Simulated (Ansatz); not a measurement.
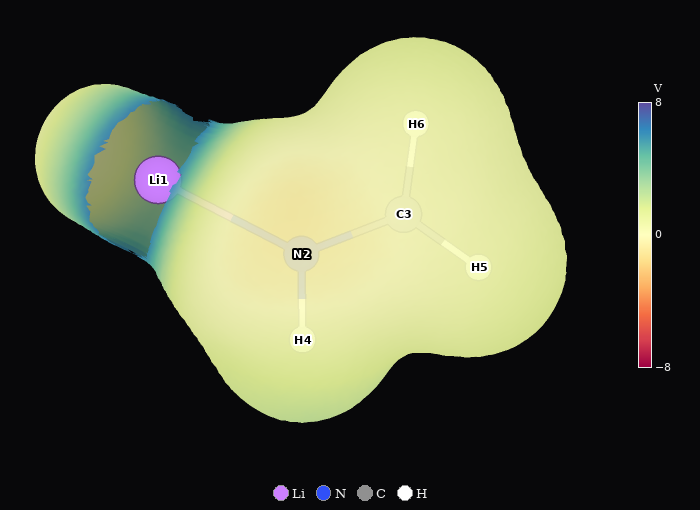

Figure. CH3LiN (SMILES [Li][NH][CH2]) (doublet). The electrostatic potential painted on the density surface at 0.004 e/bohr³, seen across its widest extent; red is negative and blue positive.

Method: Ansatz, UKS PBE-D4/6-31G*.

Input

```
crystal:
  periodic: [false, false, false]
  atoms:
    - { symbol: Li, position_ang: [-2.10999, -0.49419, -0.25278] }
    - { symbol: "N", position_ang: [-0.27712, -0.57938, 0.06057] }
    - { symbol: C, position_ang: [0.53006, 0.47513, 0.20982] }
    - { symbol: H, position_ang: [0.20341, -1.28128, -0.50089] }
    - { symbol: H, position_ang: [1.46817, 0.57503, -0.32075] }
    - { symbol: H, position_ang: [0.18547, 1.30469, 0.80403] }
magnetization:
  spin_polarized: true
  initial_magnetization: 1
basis:
  gaussian: { orbitals: "6-31G*" }
hamiltonian:
  xc: pbe
  dispersion: d4
relax:
  f_tol: 0.015
  max_steps: 40
output:
  orbitals: {}
```

Launched as:

```sh
ansatz run input.yaml --threads 1 --pin off --max-ram 2048MiB --backend cpu --events-out ev --progress --plain --runs-dir out
```

The fields are those of the relaxed geometry.

Where is the surface potential most negative and most positive?

Answer. The most negative region (about −0.6 V, or −14 kcal/mol for a unit charge) lies over N2, the most positive (about +6.2 V, or +143 kcal/mol for a unit charge) over Li1.
